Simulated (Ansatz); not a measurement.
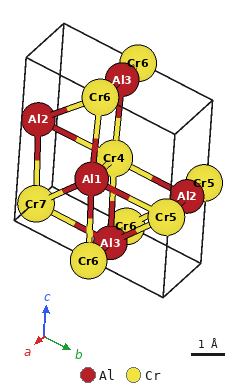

This is the input geometry for a relaxation of crystalline Al$_{3}$Cr$_{4}$ (a generated structure, set up in P1) (coarse preliminary run). A ball-and-stick model of the cell of the calculation, seen slightly off an axis.

Method: DFT PBE, scalar-relativistic, plane waves, PAW in Ansatz 0.2.0.

Input file:
```yaml
crystal:
  lattice:
    - [-3.0412421329, 3.1165460083, 3.0431176203]
    - [3.0866229524, -3.0958213274, 3.0677737589]
    - [2.8635183918, 2.9180975862, -3.0223929394]
  atoms:
    - { symbol: Al, position: [-0.0098729673, 0.4789877262, 0.4797427365] }
    - { symbol: Al, position: [0.4879023288, -0.0085847966, 0.508748221] }
    - { symbol: Al, position: [0.5020376113, 0.5189233021, 0.0050058722] }
    - { symbol: Cr, position: [0.4873215814, 0.500998397, 0.5112136808], spin: 3.17 }
    - { symbol: Cr, position: [-0.0026749667, -0.0166314105, 0.4848434528], spin: 3.17 }
    - { symbol: Cr, position: [1.0078963413, 0.5019493832, -0.0061428131], spin: 3.17 }
    - { symbol: Cr, position: [0.5273900712, 1.0243573986, 1.0165888497], spin: 3.17 }
basis:
  ecutwfc: 420
kpoints:
  mp_grid: { grid: [6, 6, 6] }
hamiltonian:
  xc: pbe
scf:
  occupations: { method: gaussian, width: 0.2 }
  lower_state_search: "off"
output:
  forces: true
  stress: true
  eigenvalues: true
  populations: true
magnetization:
  spin_polarized: true
relax:
  adjacent_minimum: "off"
  f_tol: 0.025
  max_steps: 60
  cell: { stress_tol: 0.25 }
```

Run as
```bash
ansatz run input.yaml --threads 1 --pin off --max-ram 2560MiB --backend cpu --events-out ev --progress --plain --runs-dir out
```

What does the optimiser find from here?

Answer. Over 3 accepted moves (4 points after the start) the energy falls by 68.8 meV per atom. The largest force component goes from 1.2 to 0.0013 eV/Å. The pressure goes from 3.33 to 0.02 GPa. The SCF was repeated once at an unchanged geometry on a basis and grid sized afresh for the cell, which shifted the energy by 0.3 meV per atom at most. Cr7 moves most relative to the cell: 0.13 Å along [−3 −3 −2]. Largest moves by element: Cr 0.13 Å, Al 0.10 Å. The volume changes by +2.5 %, with a 5.312 → 5.267 Å (−0.9 %), b 5.341 → 5.267 Å (−1.4 %), c 5.084 → 5.264 Å (+3.5 %), α 110.4° → 109.5°, β 109.0° → 109.5°, γ 110.0° → 109.5°. Among the contacts that change: Al1–Cr7 2.375 → 2.632 Å, Al3–Cr4 2.453 → 2.632 Å, Al2–Cr7 2.459 → 2.632 Å, Al1–Cr7 (another image) 2.787 → 2.633 Å. Among the angles between lasting bonds that change: Al1–Cr6–Al2 101.3° → 109.4°, Al2–Cr7–Al2 171.8° → 179.9°, Al1–Cr7–Al2 102.4° → 109.4°. The space group (tolerance 0.01 Å) goes from P1 (No. 1) to Im-3m (No. 229). The run took 8.9 min on 1 thread of AMD EPYC 7R13 Processor (Zen 3), with other jobs on the host, peak memory 1.1 GiB.

Final geometry:

```
CELL_PARAMETERS angstrom
-3.04026 3.04106 3.04077
3.04078 -3.04079 3.04101
3.03841 3.03894 -3.04050
ATOMIC_POSITIONS crystal
Al 0.00009 0.50007 0.50001
Al 0.49992 0.99989 0.49996
Al 0.49997 0.50001 0.00000
Cr 0.49981 0.49973 0.49979
Cr 0.99998 0.00003 0.50025
Cr 0.99994 0.50021 0.99993
Cr 0.50029 0.00006 0.00006
```

After the run, drawn alike:

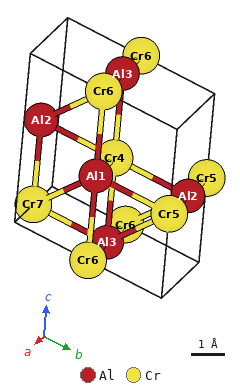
